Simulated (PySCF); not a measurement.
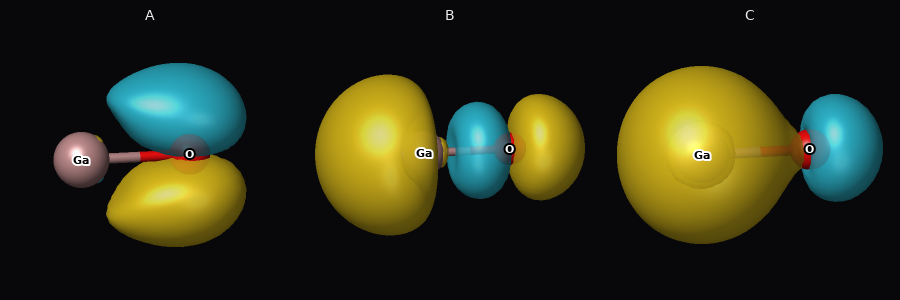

Figure 1: GaO (doublet). Three frontier β-spin orbitals, each drawn at the value that holds 80 % of its norm (yellow and cyan are the two phases), in no order; of a degenerate pair one member is drawn.

The calculation used PBE0/cc-pVTZ(-PP), non-relativistic Hamiltonian with scalar-relativistic core potentials where named, at a bond length of 1.710 Å in PySCF 2.14.0.

Label each orbital by symmetry, say whether it is occupied, and order them by energy.

Answer. Orbital C: σ, occupied in this spin, −9.90 eV; shared between the atoms (Ga 65 %, O 35 %).
Orbital A: π, occupied in this spin, −7.89 eV; mainly on O (80 %).
Orbital B: σ, empty in this spin, −4.23 eV; shared between the atoms (Ga 55 %, O 45 %).
